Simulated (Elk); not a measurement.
**Electronic structure of magnetic ZnCr3B**

Aim: the bands and densities of states of ZnCr3B in the lowest state of several starts.

Method: PBE; all-electron APW+lo, Dirac cores, scalar-relativistic bands, in Elk 11.2.3 (patched build).

## Step 1: The starting structure

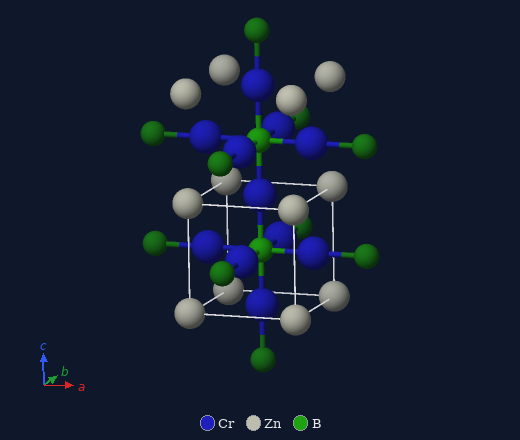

Start, viewed slightly off an axis; chromium blue, zinc light grey, boron green. 1×1×2 cells are drawn. Some periodic images of atoms are drawn too.

Coordinates:

```cif
data_structure
_symmetry_space_group_name_H-M 'Pm-3m'
_symmetry_Int_Tables_number 221
_cell_length_a 3.8889
_cell_length_b 3.8889
_cell_length_c 3.8889
_cell_angle_alpha 90.000
_cell_angle_beta 90.000
_cell_angle_gamma 90.000
_cell_volume 58.82
loop_
_atom_site_label
_atom_site_type_symbol
_atom_site_symmetry_multiplicity
_atom_site_Wyckoff_symbol
_atom_site_fract_x
_atom_site_fract_y
_atom_site_fract_z
_atom_site_occupancy
Cr1 Cr 3 c 0.00000 0.50000 0.50000 1
Zn1 Zn 1 a 0.00000 0.00000 0.00000 1
B1 B 1 b 0.50000 0.50000 0.50000 1
```

The cell is a made-up one and need not be a known phase.

## Step 2: The magnetic state

Bands and densities of states are read from a converged potential, so the magnetic state comes first.

This is the lowest of the starts that converged (ferri ++-).

The last three numbers of an atom's line are a seed field in its sphere. It points against the wanted moment and shrinks by the factor reducebf each loop.

Contents of elk.in:

```
tasks
  0

xctype
  20

rgkmax
  7.0

nempty
  14

swidth
  0.002

reducebf
  0.5

epsengy
  1e-05

maxscl
  100

lmaxi
  3

spinpol
  .true.

sppath
  './'

avec
  7.34903529455 0.00000000000 0.00000000000
  0.00000000000 7.34903529455 0.00000000000
  0.00000000000 0.00000000000 7.34903529455

atoms
  3
  'Cr.in'
  3
  0.0000000000 0.5000000000 0.5000000000   0.000000 0.000000 -0.075000
  0.5000000000 0.5000000000 0.0000000000   0.000000 0.000000 -0.075000
  0.5000000000 0.0000000000 0.5000000000   0.000000 0.000000 0.075000
  'Zn.in'
  1
  0.0000000000 0.0000000000 0.0000000000   0.000000 0.000000 0.000000
  'B.in'
  1
  0.5000000000 0.5000000000 0.5000000000   0.000000 0.000000 0.000000

ngridk
  6 6 6
```

The run is started by

```sh
$ OMP_NUM_THREADS=4 elk
```

Numbers of over 12 decimals in the logs are rounded to 6 here.

What it wrote:

```text
Warning(gndstate): core states of species 3 leak from the muffin-tin :   0.3973453817E-03

--- INFO.OUT ---
┌─────────────────────────┐
│ Elk code version 11.2.3 │
└─────────────────────────┘

All units are atomic (Hartree, Bohr, etc.)

┌─────────────────────────────────────────────────┐
│ Ground-state run starting from atomic densities │
└─────────────────────────────────────────────────┘

Lattice vectors :
   7.349035295       0.000000000       0.000000000
   0.000000000       7.349035295       0.000000000
   0.000000000       0.000000000       7.349035295

Species : 1 (Cr)
 parameters loaded from : Cr.in
 name : chromium
 nuclear charge    :   -24.00000000
 electronic charge :    24.00000000
 atomic mass :    94783.09202
 muffin-tin radius :    2.071152941
 number of radial points in muffin-tin :    993
 inner part over the whole radius :   0.9982252465E-02
 number on inner part of muffin-tin    :    697
 approximate nuclear radius :   0.6987106690E-04
 number of mesh points to nuclear radius :    331
 atomic positions (lattice), magnetic fields (Cartesian) :
  1 :   0.00000000  0.50000000  0.50000000    0.00000000  0.00000000 -0.07500000
  2 :   0.50000000  0.50000000  0.00000000    0.00000000  0.00000000 -0.07500000
  3 :   0.50000000  0.00000000  0.50000000    0.00000000  0.00000000  0.07500000

Species : 2 (Zn)
 parameters loaded from : Zn.in
 name : zinc
 nuclear charge    :   -30.00000000
 electronic charge :    30.00000000
 atomic mass :    119233.3130
 muffin-tin radius :    2.400000000
 number of radial points in muffin-tin :    993
 inner part over the whole radius :   0.9843840322E-02
 number on inner part of muffin-tin    :    701
 approximate nuclear radius :   0.7484757725E-04
 number of mesh points to nuclear radius :    337
 atomic positions (lattice), magnetic fields (Cartesian) :
  1 :   0.00000000  0.00000000  0.00000000    0.00000000  0.00000000  0.00000000

Species : 3 (B)
 parameters loaded from : B.in
 name : boron
 nuclear charge    :   -5.000000000
 electronic charge :    5.000000000
 atomic mass :    19707.24742
 muffin-tin radius :    1.553364706
 number of radial points in muffin-tin :    593
 inner part over the whole radius :   0.9939955124E-02
 number on inner part of muffin-tin    :    403
 approximate nuclear radius :   0.4534157419E-04
 number of mesh points to nuclear radius :    163
 atomic positions (lattice), magnetic fields (Cartesian) :
  1 :   0.50000000  0.50000000  0.50000000    0.00000000  0.00000000  0.00000000

Total number of atoms per unit cell :    5
Total muffin-tin volume :    185.2529946
 ratio of muffin-tin to unit cell volume :   0.4667391571

Spin treatment :
 spin-polarised
 global magnetic field (Cartesian) :    0.000000000       0.000000000       0.000000000
 collinear magnetisation in z-direction

Number of Bravais lattice symmetries :   48
Number of crystal symmetries         :   16
Crystal has inversion symmetry
Real symmetric eigensolver will be used

k-point grid :      6     6     6
k-point offset :    0.000000000       0.000000000       0.000000000
k-point set is reduced with full crystal symmetry group
Total number of k-points :       40

Muffin-tin radius times maximum |G+k| :    7.000000000
 using average radius
Maximum |G+k| for APW functions       :    3.442569835
Maximum (1/2)|G+k|²                   :    5.925643534
Maximum |G| for potential and density :    12.00000000
Constant for pseudocharge density :    7
 order of it for each species :   14  14  14
 order of it for pair densities of each species (exact exchange by exxq0 0: 14) :   10  14   4
Radial integration step length :    1

G-vector grid sizes :     30    30    30
Number of G-vectors :    11513

Maximum angular momentum used for
 APW functions            :    8
 outer part of muffin-tin :    6
 inner part of muffin-tin :    3

Number of empty states         :     70
Total number of valence states :    204
Total number of core states    :     44

Third-order local-orbitals added for an l without core states : T
Total number of local-orbitals :     98

Exchange-correlation functional :     20     0     0
 Perdew-Burke-Ernzerhof, Phys. Rev. Lett. 77, 3865 (1996)
 gradient requirement :    1
 generalised gradient approximation (GGA)

Smearing type :    3
 Fermi-Dirac
Smearing width :   0.2000000000E-02
Effective electronic temperature (K) :    631.5500496

Mixing type :    3
 Broyden mixing, J. Phys. A: Math. Gen. 17, L317 (1984)

Kohn-Sham potential initialised from atomic data

┌──────────────────────────────┐
│ Self-consistent loop started │
└──────────────────────────────┘

┌─────────────────┐
│ Loop number : 1 │
└─────────────────┘

Energies :
 Fermi                       :     0.301520
 sum of occupied eigenvalues :     -2870.4844162016
 electron kinetic            :      5019.2060714580
 core electron kinetic       :      4526.4899329598
 Coulomb                     :     -9772.9748654385
 Coulomb potential           :     -7637.6740062519
 nuclear-nuclear             :     -841.38184621045
 electron-nuclear            :     -10251.734093194
 Hartree                     :      1320.1410739654
 Madelung                    :     -5954.1378623126
 xc potential                :     -251.86165867479
 xc effective B-field        :    -0.90092792776010E-01
 external B-field            :      0.000000
 exchange                    :     -215.29535302652
 correlation                 :     -4.902580
 electron entropic           :    -0.18029368606608E-02
 total energy                :     -4973.9685302301
 (external B-field energy excluded from total)

Density of states at Fermi energy :    137.3801387
 (states/Hartree/unit cell)

Estimated indirect band gap :   0.1563783703E-03
 from k-point 23 to k-point 33
Estimated direct band gap   :   0.1958378080E-02
 at k-point 23

Charges :
 core                        :    44.00000000
 valence                     :    63.00000000
 interstitial                :    9.330533253
 muffin-tins (core leakage)
  species : 1 (Cr)
   atom 1                    :    21.27512650     ( -0.2138052793E-06)
   atom 2                    :    21.27512650     ( -0.2138052793E-06)
   atom 3                    :    21.29639388     ( -0.2138052793E-06)
  species : 2 (Zn)
   atom 1                    :    29.01680375     (  0.8748340995E-04)
  species : 3 (B)
   atom 1                    :    4.806016115     (  0.3780565476E-03)
 total in muffin-tins        :    97.66946675
 total calculated charge     :    106.9991856
 total charge                :    107.0000000
 error                       :   0.8144213534E-03

Moments :
 interstitial                :   0.1985961696
 muffin-tins
  species : 1 (Cr)
   atom 1                    :    1.197547038
   atom 2                    :    1.197547038
   atom 3                    :   -1.089777687
  species : 2 (Zn)
   atom 1                    :   0.7216498909E-02
  species : 3 (B)
   atom 1                    :  -0.7036457600E-02
 total in muffin-tins        :    1.305496431
 total moment                :    1.504092601

[... earlier loops left out ...]

┌──────────────────┐
│ Loop number : 45 │
└──────────────────┘

Energies :
 Fermi                       :     0.340697
 sum of occupied eigenvalues :     -2869.3614062902
 electron kinetic            :      5042.9414451410
 core electron kinetic       :      4525.5718910276
 Coulomb                     :     -9794.2683009582
 Coulomb potential           :     -7623.8954610039
 nuclear-nuclear             :     -841.38184621045
 electron-nuclear            :     -10308.672592048
 Hartree                     :      1355.7861373008
 Madelung                    :     -5982.3205704562
 xc potential                :     -288.28471617682
 xc effective B-field        :    -0.122675
 external B-field            :      0.000000
 exchange                    :     -217.32443107463
 correlation                 :     -4.909775
 electron entropic           :    -0.20075058440436E-02
 total energy                :     -4973.5630694010
 (external B-field energy excluded from total)

Density of states at Fermi energy :    154.7750590
 (states/Hartree/unit cell)

Estimated indirect band gap :   0.1416740344E-03
 from k-point 23 to k-point 30
Estimated direct band gap   :   0.9759483506E-03
 at k-point 33

Charges :
 core                        :    44.00000000
 valence                     :    63.00000000
 interstitial                :    8.108775645
 muffin-tins (core leakage)
  species : 1 (Cr)
   atom 1                    :    22.04877992     ( -0.2138803783E-06)
   atom 2                    :    22.04877992     ( -0.2138803783E-06)
   atom 3                    :    22.04345550     ( -0.2138803357E-06)
  species : 2 (Zn)
   atom 1                    :    29.05502261     (  0.8077839502E-04)
  species : 3 (B)
   atom 1                    :    3.695186409     (  0.3973453817E-03)
 total in muffin-tins        :    98.89122435
 total calculated charge     :    106.9992540
 total charge                :    107.0000000
 error                       :   0.7460029052E-03

Moments :
 interstitial                :   0.7048794667E-01
 muffin-tins
  species : 1 (Cr)
   atom 1                    :    1.230070223
   atom 2                    :    1.230070223
   atom 3                    :   -1.610281550
  species : 2 (Zn)
   atom 1                    :  -0.1013418574E-01
  species : 3 (B)
   atom 1                    :  -0.1410983561E-01
 total in muffin-tins        :   0.8256148751
 total moment                :   0.8961028218

┌──────────────────────────────┐
│ Self-consistent loop stopped │
└──────────────────────────────┘

Warning : core states of species 3 leak from the muffin-tin :   0.3973453817E-03

Wrote STATE.OUT
```

Wall time 12 min (4 threads of Arm Neoverse V1, shared host); peak memory 0.46 GiB.

Spin moment in the muffin-tin sphere by atom:

```
atom  spin moment in the muffin-tin sphere (μB)
 Cr1                                       1.23
 Cr2                                       1.23
 Cr3                                      -1.61
 Zn4                                      -0.01
  B5                                      -0.01
```

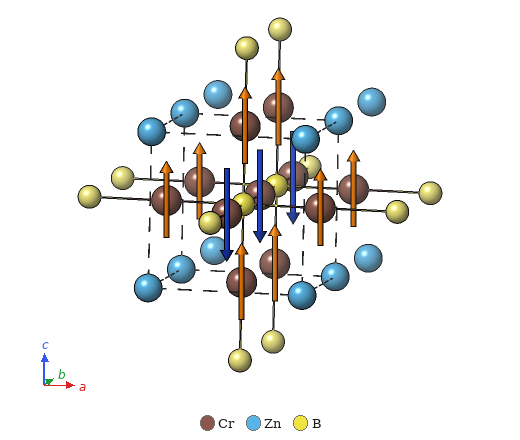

Spin moment in the muffin-tin sphere as arrows, the longest 1.61 μB. Up and down stand for the sign. Arrows give size and sign along the axis of quantisation, drawn up and down the page. The two directions have two colours. 1×2×1 cells are drawn. Some periodic images of atoms are drawn too.

Numbers from this step:

| Property | Result |
| --- | --- |
| density of states at the Fermi level | 5.688 states/eV/cell |
| moment between the spheres | 0.07049 μB |
| magnetization | 0.8961 μB |
| final state | ferrimagnetic |

## Step 3: Bands and density of states

The potential is kept. Point names follow a standard table for this cell's lattice and can differ from other conventions. The density of states is interpolated from the levels on the mesh (so its value at the Fermi level can differ from the smeared one of the ground-state run), and the bands are solved anew along a path of special points.

Contents of elk.in:

```
tasks
  10
  20
  15

xctype
  20

rgkmax
  7.0

nempty
  14

swidth
  0.002

reducebf
  0.5

epsengy
  1e-05

maxscl
  100

lmaxi
  3

spinpol
  .true.

sppath
  './'

avec
  7.34903529455 0.00000000000 0.00000000000
  0.00000000000 7.34903529455 0.00000000000
  0.00000000000 0.00000000000 7.34903529455

atoms
  3
  'Cr.in'
  3
  0.0000000000 0.5000000000 0.5000000000   0.000000 0.000000 -0.000075
  0.5000000000 0.5000000000 0.0000000000   0.000000 0.000000 -0.000075
  0.5000000000 0.0000000000 0.5000000000   0.000000 0.000000 0.000075
  'Zn.in'
  1
  0.0000000000 0.0000000000 0.0000000000   0.000000 0.000000 0.000000
  'B.in'
  1
  0.5000000000 0.5000000000 0.5000000000   0.000000 0.000000 0.000000

ngridk
  6 6 6

wplot
  300 60 1
  -0.35000 0.25000

plot1d
  7 84
  0.00000000 0.00000000 0.00000000
  0.50000000 0.00000000 0.00000000
  0.50000000 0.00000000 0.50000000
  0.00000000 0.00000000 0.00000000
  0.00000000 0.50000000 0.00000000
  0.50000000 0.50000000 0.00000000
  0.50000000 0.50000000 0.50000000
```

The run is started by

```sh
$ OMP_NUM_THREADS=4 elk
```

What it wrote:

```text
┌─────────────────────────────────┐
│ Elk code version 11.2.3 started │
└─────────────────────────────────┘

Info(readinput): the functional depends on the density's gradient
 muffin-tin radial points multiplied by    2.00000
 (not where nrmtscf is given)

┌───────────────────┐
│ Current task : 10 │
└───────────────────┘
Info(checkmt): changed muffin-tin radius of species 1 (Cr) from   2.4000 to   2.0712
Info(checkmt): changed muffin-tin radius of species 3 (B) from   1.8000 to   1.5534

Info(writedos):
 Total density of states written to TDOS.OUT

 Partial density of states written to PDOS_Sss_Aaaaa.OUT
 for all species and atoms

 Spin-quantisation axis :    0.000000000       0.000000000       1.000000000

 Eigenvalues of a random matrix symmetrised with the site
 symmetries in the Yₗₘ basis written to ELMIREP.OUT for all
 species and atoms. Degenerate eigenvalues correspond to
 irreducible representations of each site symmetry group

 Interstitial density of states written to IDOS.OUT

 Fermi energy is at zero in plots

 DOS units are states/Hartree/unit cell

┌───────────────────┐
│ Current task : 20 │
└───────────────────┘

Info(bandstr):
 Band structure plot written to BAND.OUT

 Fermi energy is at zero in plot

 Vertex location lines written to BANDLINES.OUT

┌───────────────────┐
│ Current task : 15 │
└───────────────────┘

Info(writelsj):
 muffin-tin L, S and J expectation values written to LSJ.OUT

┌──────────────────┐
│ Elk code stopped │
└──────────────────┘
```

Run time: 1.7 min. Hardware: 4 threads; peak memory 0.73 GiB; 5.6 min of CPU time.

Electronic bands along the path, in eV, zero at the Fermi level; # counts the bands kept:

```
point  up #16  up #17  up #18  up #19  down #16  down #17  down #18  down #19
    Γ    0.05    0.05    0.22    1.01     -0.01      0.52      1.12      1.12
    X   -0.51   -0.33    0.62    0.71     -0.09      0.44      0.54      0.77
    M   -0.06   -0.06    0.22    0.32     -0.64      0.11      0.20      0.20
    Γ    0.05    0.05    0.22    1.01     -0.01      0.52      1.12      1.12
    Z   -0.08   -0.08    0.04    0.06     -0.52      0.50      1.07      1.07
    R   -0.81   -0.40   -0.04    0.26     -0.19     -0.19      0.66      0.99
    A   -0.55   -0.55   -0.49    0.12     -0.40     -0.40      0.25      0.25
```

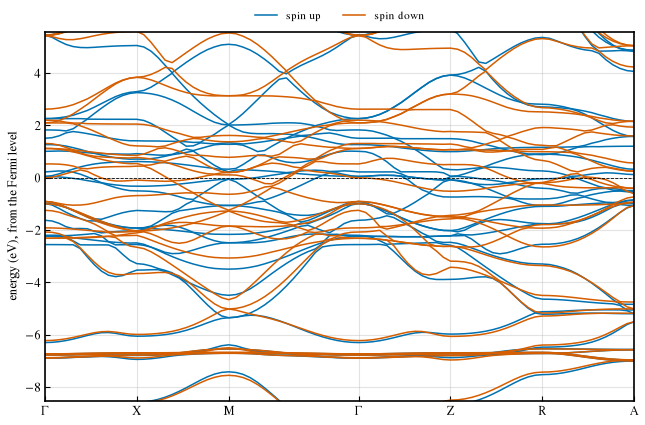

Electronic bands along the path; the two colours are the two spins.

The density of states has structure finer than the step of the table below, so its rows give means over 1 eV, whole bins alone (the curve runs from -9.52 to 6.75 eV). Peaks (eV: height): up -6.7: 21.1, -1.7: 4.61, 1.1: 4.43, 4.4: 3.02; down -6.7: 21.1, -1.9: 4.51, 0.7: 4.04, 4.6: 2.92; Cr1 d up -2.0: 0.973, -1.7: 0.877, -1.1: 0.894, -0.1: 1.18; Cr1 d down 0.5: 1.16, 1.0: 1.29, 1.5: 1.27, 1.9: 1.08; Zn4 d up -6.7: 19.5.

Density of states against energy, zero at the Fermi level; means over each step; 7 of 8 lines; values in states/eV/cell:

```
energy (eV)     up   down  Cr1 d up  Cr1 d down  Zn4 d up  Zn4 d down  B5 p up
         -9  0.335  0.322    0.0117     0.00911   0.00271     0.00250  0.00258
         -8  0.510  0.519    0.0175      0.0146    0.0466      0.0464  0.00647
         -7   4.94   4.94    0.0250      0.0178      4.49        4.50   0.0115
         -6  0.768  0.727    0.0339      0.0231     0.156       0.157   0.0166
         -5  0.768  0.722    0.0684      0.0412    0.0394      0.0371   0.0678
         -4   1.30   1.28     0.174       0.101    0.0243      0.0252    0.135
         -3   1.59   1.44     0.306       0.145    0.0275      0.0237    0.140
         -2   2.96   2.74     0.628       0.322    0.0389      0.0366   0.0778
         -1   2.20   2.22     0.672       0.351    0.0311      0.0303   0.0335
          0   2.91   2.26     0.906       0.533    0.0416      0.0355   0.0360
          1   2.99   3.29     0.598        1.06    0.0319      0.0388   0.0150
          2   1.07   1.62     0.257       0.579   0.00304     0.00735   0.0113
          3   1.38   1.44     0.221       0.423   0.00597     0.00510   0.0555
          4  0.772  0.605    0.0976       0.138   0.00569     0.00366   0.0626
          5  0.848   1.12    0.0991       0.192    0.0113      0.0125   0.0781
          6  0.889  0.872    0.0801      0.0952    0.0132      0.0132   0.0849
```

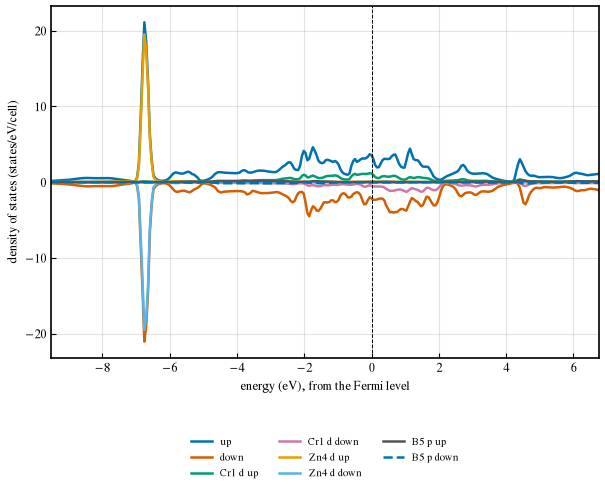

Density of states against energy. Down spins are drawn negative.

## Step 4: Summary of results

- state: ferrimagnetic
- largest moment: 1.61 μB

What this shows: Right at the Fermi level (the table gives means over its steps) the density of states is 3.6 states/eV a cell for spin up and 2.2 for spin down. The state is the lowest of the starts that converged. These are Kohn–Sham levels without spin–orbit coupling.

[Logs and program files are shortened in this print: banners, set-up blocks, solver, clock and traceback lines can be left out without a mark of their own.]

[Logs are printed without paths, hosts, clocks, repeated set-up lines and the standing remarks that a program may print on its own settings, such as how far it seeks lower states.]

[Hosts, paths, dates, database ids (printed as entryN), source tags and the programs' standing remarks are cut or masked in the printed files.]

[Where a cell is said to come from a database of computed structures, the database is the Materials Project.]
